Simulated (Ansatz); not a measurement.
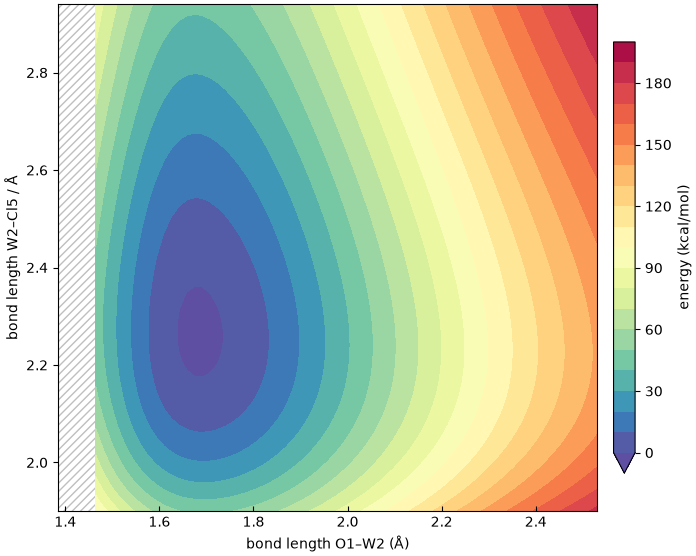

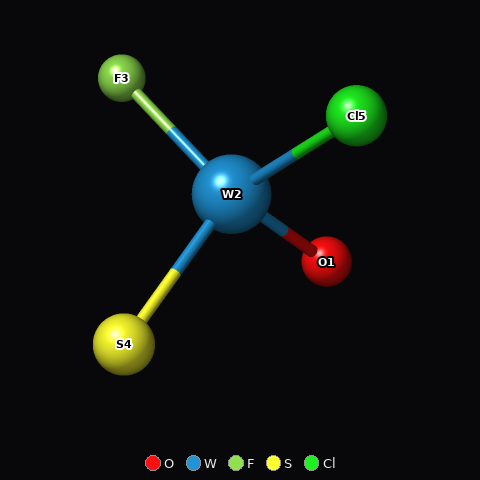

Energy landscape of ClFOSW, SMILES [O]=[W]([F])(=[S])[Cl]. Coordinates scanned: (1) bond length O1–W2; (2) bond length W2–Cl5. Nothing is relaxed (all other coordinates rigid). The scan uses an 11 × 11 grid. At 11 points there is no value (left out of the scan, as a rule where atoms come close). Points are written as (first, second). All energies are given in kcal/mol relative to the lowest grid point. The reference is spin-restricted, which grows unreliable where a bond is stretched far. Level of theory: Ansatz, RKS PBE0-D4/def2-SVP.

Drawn: filled contours, hatched blanks where no value was computed. Between grid points the surface is interpolated. The second picture is the structure at the lowest point.

> Summarise what can be read from the map.

The lowest grid point is at (1.728 Å, 2.212 Å). No other kind of well shows on this grid. The highest grid point, (2.531 Å, 2.941 Å), lies 191 kcal/mol above the lowest. Round the minimum the two coordinates are nearly uncoupled.

Grid values (kcal/mol):

```csv
"bond length W2–Cl5 ↓, bond length O1–W2 →",1.384,1.499,1.613,1.728,1.843,1.958,2.072,2.187,2.302,2.417,2.531
2.941,–,74,45,44,57,77,101,125,149,171,191
2.836,–,65,37,35,48,69,92,116,140,162,182
2.732,–,57,28,26,39,60,83,107,131,153,173
2.628,–,49,20,18,31,51,74,99,122,144,164
2.524,–,42,13,10,23,43,66,90,114,136,155
2.420,–,36,7,4,16,36,59,83,107,129,148
2.316,–,33,3,0,12,32,55,79,102,124,143
2.212,–,34,4,0,12,31,54,77,100,122,141
2.108,–,41,10,6,17,36,58,82,105,126,145
2.004,–,57,25,20,31,50,72,95,117,139,158
1.900,–,86,54,49,59,77,98,121,143,164,183
```

Each point was launched as `ansatz run input.yaml --threads 1 --pin off --max-ram 2560MiB --backend cpu --events-out ev --progress --plain --runs-dir out`. The whole map (110 points run) took 9.3 min on 1 thread of Arm Neoverse V2, with other jobs on the host.
